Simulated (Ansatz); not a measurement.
**doublet [Al2Si2H6]+: levels of theory compared**

We compute a comparison of 3 runs (UHF/def2-SVP, UCAM-B3LYP/def2-SVP, UCCSD/def2-SVP) of doublet [Al2Si2H6]+. 

The calculation is run with Ansatz 0.2.0.

44 further runs of the same task are left out: 44 set aside as unsound or not needed.

### 1 The structure to begin with

The species is [Al2Si2H6]+ (10 atoms), meant as a doublet with charge +1. As SMILES of the parent species, `[SiH3][Al]1[AlH][SiH2]1`. Geometry: relaxed at PBE0-D4/def2-TZVP. That shape belongs to the parent species and isn't relaxed for this state.

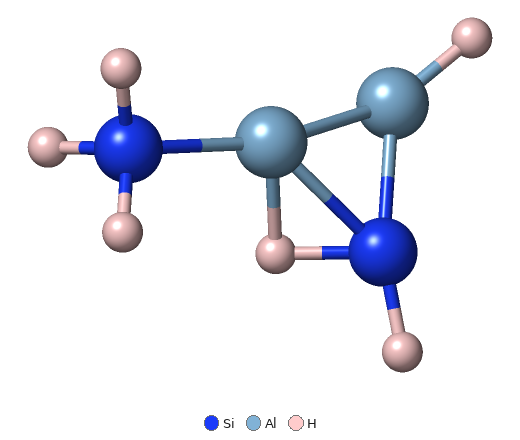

Viewed from a chosen angle; silicon blue, aluminium light blue, hydrogen pink.

### 2 The energy at UHF/def2-SVP (run 1)

run.yaml

```yaml
crystal:
  periodic: [false, false, false]
  atoms:
    - {symbol: Si, position_ang: [-1.426500, 1.264600, -1.412100]}
    - {symbol: Al, position_ang: [-0.140100, -0.429800, -0.177000]}
    - {symbol: Al, position_ang: [0.542000, -2.376000, 1.198900]}
    - {symbol: Si, position_ang: [1.875500, -0.449300, 1.195500]}
    - {symbol: H, position_ang: [-1.958600, 0.687200, -2.679200]}
    - {symbol: H, position_ang: [-2.589700, 1.742300, -0.611500]}
    - {symbol: H, position_ang: [-0.589800, 2.446700, -1.761500]}
    - {symbol: H, position_ang: [0.798300, -3.933700, 1.336500]}
    - {symbol: H, position_ang: [0.619900, 0.509800, 1.257200]}
    - {symbol: H, position_ang: [2.952200, 0.487100, 1.656400]}
basis:
  gaussian: {orbitals: def2-SVP}
total_charge: 1
magnetization: {spin_polarized: true, initial_magnetization: 1}
hamiltonian: {xc: hf}
accuracy: high
output: {orbitals: {seedname: orbitals}}
```

On the command line:

```console
$ ansatz run run.yaml --threads 1 --pin off --max-ram 2610MiB --events-out events.jsonl --progress --plain --runs-dir runs
```

Standard output:

```text
Warning: RAYON_NUM_THREADS=1 ignored (pool sized by the plan → 1); use --threads N
Functional definition: HF
  name "HF"
  exchange = exact_x
  correlation = 0
2107 factors; integrals over basis functions are off by at most 2.8e-8 eV
mean field evaluation 1: about -28964.7884 eV, gradient 1.2e1 eV
mean field evaluation 2: about -28964.7973 eV, gradient 1.2e1 eV
mean field evaluation 4: about -28966.9153 eV, gradient 1.9e0 eV
mean field evaluation 8: about -28967.0089 eV, gradient 2.7e-1 eV
mean field evaluation 16: about -28967.3561 eV, gradient 2.4e-2 eV
mean field evaluation 32: about -28967.3326 eV, gradient 3.0e-1 eV
mean field evaluation 64: about -28967.0078 eV, gradient 3.3e-1 eV
mean field evaluation 96: about -28966.9515 eV, gradient 3.7e-1 eV
mean field -28967.35513714 eV, -1064.5306665112 hartree, gradient 1.6e-8 eV, S^2 0.777360; 2 other end points of the search recorded, 0 dependent functions left out
reference -28967.35513714 eV, -1064.5306665112 hartree; 30, 29 occupied and 72, 73 virtual orbitals, 2107 factors
Total energy: -28967.35513714 eV, -1064.5306665112 hartree
```

Wall time 14 s (1 thread of Arm Neoverse V1, shared host); peak memory 0.41 GiB.

### 3 A single-point energy at UCAM-B3LYP/def2-SVP (run 2)

job.yaml

```yaml
crystal:
  periodic: [false, false, false]
  atoms:
    - symbol: Si
      position_ang: [-1.426500, 1.264600, -1.412100]
    - symbol: Al
      position_ang: [-0.140100, -0.429800, -0.177000]
    - symbol: Al
      position_ang: [0.542000, -2.376000, 1.198900]
    - symbol: Si
      position_ang: [1.875500, -0.449300, 1.195500]
    - symbol: H
      position_ang: [-1.958600, 0.687200, -2.679200]
    - symbol: H
      position_ang: [-2.589700, 1.742300, -0.611500]
    - symbol: H
      position_ang: [-0.589800, 2.446700, -1.761500]
    - symbol: H
      position_ang: [0.798300, -3.933700, 1.336500]
    - symbol: H
      position_ang: [0.619900, 0.509800, 1.257200]
    - symbol: H
      position_ang: [2.952200, 0.487100, 1.656400]
basis:
  gaussian: {orbitals: def2-SVP}
total_charge: 1
magnetization: {spin_polarized: true, initial_magnetization: 1}
hamiltonian: {xc: {name: CAM-B3LYP}}
accuracy: high
output: {orbitals: {seedname: orbitals}}
```

On the command line:

```console
$ ansatz run job.yaml --threads 1 --pin off --max-ram 2610MiB --events-out events.jsonl --progress --plain --runs-dir runs
```

Standard output, cut to the lines that bear on the results:

```text
Warning: RAYON_NUM_THREADS=1 ignored (pool sized by the plan → 1); use --threads N
Functional definition: CAM-B3LYP
  name "CAM-B3LYP"
[...]
2107 factors; integrals over basis functions are off by at most 2.8e-8 eV
580 factors; integrals over basis functions are off by at most 2.1e-9 eV
[...]
mean field -29028.06195575 eV, -1066.7616009466 hartree, gradient 1.1e-8 eV, S^2 0.757732; 2 other end points of the search recorded, 0 dependent functions left out
reference -29028.06198041 eV, -1066.7616018530 hartree; 30, 29 occupied and 72, 73 virtual orbitals, 2107 factors
Total energy: -29028.06198041 eV, -1066.7616018530 hartree
```

Wall time 45 s (1 thread of Arm Neoverse V1, shared host); peak memory 0.67 GiB.

### 4 The energy at UCCSD/def2-SVP (run 3)

molecule.yaml

```yaml
crystal:
  periodic: [false, false, false]
  atoms:
    - {symbol: Si, position_ang: [-1.426500, 1.264600, -1.412100]}
    - {symbol: Al, position_ang: [-0.140100, -0.429800, -0.177000]}
    - {symbol: Al, position_ang: [0.542000, -2.376000, 1.198900]}
    - {symbol: Si, position_ang: [1.875500, -0.449300, 1.195500]}
    - {symbol: H, position_ang: [-1.958600, 0.687200, -2.679200]}
    - {symbol: H, position_ang: [-2.589700, 1.742300, -0.611500]}
    - {symbol: H, position_ang: [-0.589800, 2.446700, -1.761500]}
    - {symbol: H, position_ang: [0.798300, -3.933700, 1.336500]}
    - {symbol: H, position_ang: [0.619900, 0.509800, 1.257200]}
    - {symbol: H, position_ang: [2.952200, 0.487100, 1.656400]}
basis:
  gaussian:
    orbitals: def2-SVP
total_charge: 1
magnetization:
  spin_polarized: true
  initial_magnetization: 1
correlation:
  method: ccsd
  frozen_orbitals: {Al: 5, H: 0, Si: 5}
accuracy: high
scf:
  omitted_lower_state_checks: [cluster_reference, increment]
```

On the command line:

```console
$ ansatz run molecule.yaml --threads 1 --pin off --max-ram 2610MiB --events-out events.jsonl --progress --plain --runs-dir runs
```

Standard output:

```text
Warning: RAYON_NUM_THREADS=1 ignored (pool sized by the plan → 1); use --threads N
[... 13 lines left out ...]
20 core orbitals not correlated: weight in the atoms' cores, before any rotation towards them, 1.000 or more for the frozen orbitals, at most 0.000 for the correlated occupied ones
[... 39 lines left out ...]
Total energy: -28977.23152826 eV, -1064.8936171904 hartree
Checks for a lower state left out: cluster_reference, increment
```

Wall time 79 s (1 thread of Arm Neoverse V1, shared host); peak memory 1 GiB.

### 5 The series

```
run                level  frozen core orbitals   energy (Eh)  HOMO energy (eV)  LUMO energy (eV)   ⟨S²⟩  wall time
  1         UHF/def2-SVP                     –  -1064.530667            -13.03             -6.05  0.777       14 s
  2  UCAM-B3LYP/def2-SVP                     –  -1066.761602            -12.16             -8.40  0.758       45 s
  3       UCCSD/def2-SVP                    20  -1064.893617                 –                 –  0.777       79 s
```

### 6 Summary of results

| quantity | value |
| --- | --- |
| run 3: total energy | -1064.89362 Eh |
| run 3: correlation energy (20 core orbitals frozen) | -363.0 mEh |
| run 3: ⟨S²⟩ of the reference determinant | 0.777 |
| run 3: T1 diagnostic | 0.020 |

All runs together took 2.3 min, the longest 79 s.
